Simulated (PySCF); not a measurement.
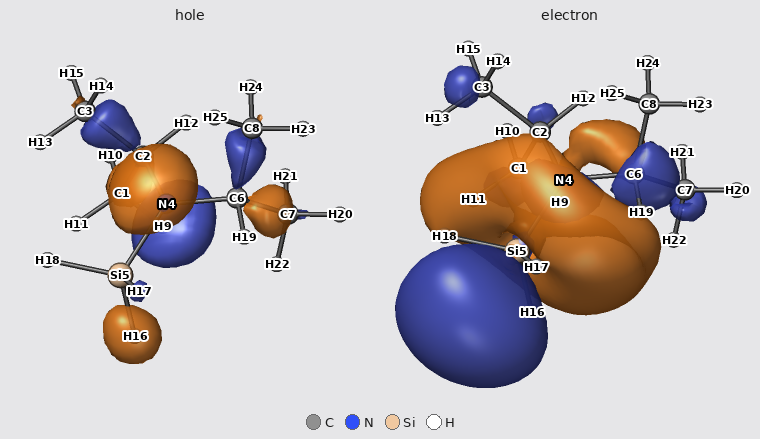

Figure. C6H17NSi, SMILES `CC(C)N([SiH3])C(C)C`. Leading natural transition orbital pair of S₁ (TDA singlet states); the surfaces enclose about 70 % of each orbital's density.

PySCF calculation, CAM-B3LYP/6-31G*, gas phase; geometry: GFN2-xTB. No frequency check shows the geometry to be a minimum. Without diffuse functions Rydberg states are missing, so the states' numbers hold for this basis only.

Input

```python
import numpy as np
from pyscf import gto, scf, dft, tdscf
from pyscf.scf import atom_ks, atom_hf
from scipy.linalg import block_diag

def solve(mol, dm0=None, hcore=None):
    mf = (dft.UKS if mol.spin else dft.RKS)(mol, xc='camb3lyp')
    mf.grids.level = 3
    mf = mf.density_fit(auxbasis='def2-universal-jkfit')
    mf.conv_tol, mf.max_cycle = 1e-8, 80
    if hcore is not None:
        mf.get_hcore = lambda *args: hcore
    mf.kernel(dm0)
    if not mf.converged:
        mf = mf.newton().run(mf.mo_coeff, mf.mo_occ, max_cycle=30)
    assert mf.converged, 'SCF not converged'
    return mf

mol = gto.M(atom='''
C     -1.59939     0.78684    -1.40002
C     -0.69431     0.96408    -0.18016
C     -1.49594     1.50035     1.00804
N      0.00150    -0.26297     0.17209
Si    -0.80595    -1.77034     0.32853
C      1.45066    -0.24166     0.09283
C      1.95945    -0.03459    -1.33729
C      2.06759     0.78017     1.05229
H     -1.03283     0.37305    -2.23049
H     -2.01265     1.74664    -1.70323
H     -2.41823     0.11093    -1.16976
H      0.05968     1.71539    -0.43647
H     -2.29151     0.80943     1.27044
H     -0.84782     1.62281     1.87182
H     -1.93670     2.46366     0.76078
H     -0.94061    -2.51935    -0.93548
H     -0.01110    -2.57080     1.26218
H     -2.14497    -1.54049     0.86868
H      1.78406    -1.23334     0.41582
H      3.04172    -0.13544    -1.36466
H      1.69892     0.95259    -1.71206
H      1.52240    -0.78228    -1.99510
H      3.14735     0.65418     1.07805
H      1.85201     1.80114     0.74704
H      1.67476     0.62633     2.05427
''', basis='6-31g*', charge=0, spin=0, verbose=4)
mf = solve(mol)
td = mf.TDA()
td.nstates, td.singlet, td.conv_tol = 5, True, 1e-5
td.kernel()
td.analyze()
x, y = np.array([p[0] for p in td.xy]), np.array([p[1] + 0 * p[0] for p in td.xy])
f, mu = td.oscillator_strength(), td.transition_dipole()
nto = [td.get_nto(state=i + 1, verbose=4) for i in range(len(td.e))]
# spherically averaged free atoms, for the promolecule
atm = atom_ks.get_atm_nrks(mol, xc='camb3lyp')
pro = block_diag(*[(atm[a[0]][2] * atm[a[0]][3]) @ atm[a[0]][2].T for a in mol._atom])
np.savez('result.npz', e=td.e, f=f, ok=td.converged, w=[n[0] for n in nto], nto=[n[1] for n in nto], x=x, y=y, c=mf.mo_coeff, occ=mf.mo_occ, eps=mf.mo_energy, pro=pro, mu=mu)
```

Command:

```sh
OMP_NUM_THREADS=1 python input.py
```

The run took 4.8 min on 1 thread of AMD EPYC 9R45 96-Core Processor (Zen 5) (shared host), peak memory 1 GiB.

Q: Where does the state lie, and where do hole and electron sit?

A: 6.17 eV (201 nm), f = 0.009; the leading pair carries 100 %; hole on N4 (52 %), Si5 (10 %) and H16 (6 %), electron on Si5 (47 %), N4 (9 %) and H16 and H17 (7 % each); their centroids lie 1.5 Å apart. In canonical orbitals it is mainly HOMO → LUMO (98 %). The HOMO–LUMO gap is 9.59 eV.
